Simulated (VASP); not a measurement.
Band structure of P (space group Cmce). All values below come from PBE GGA, VASP's PBE PAW potentials (set 64) (plane waves; VASP).

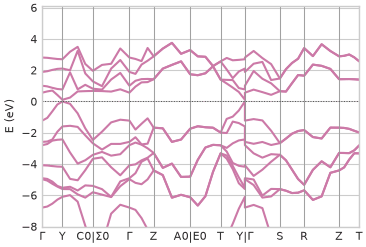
Bands along high-symmetry lines, zero at the valence-band maximum or, without a gap, the Fermi level

Read the plot: is there a gap, and where are the band edges?

The gap is direct, 0.11 eV, from the valence maximum at Y to the conduction minimum at Y.

The structure comes from a computed database's P entry; how it stands against other phases isn't given here. The cell was not relaxed at this level.
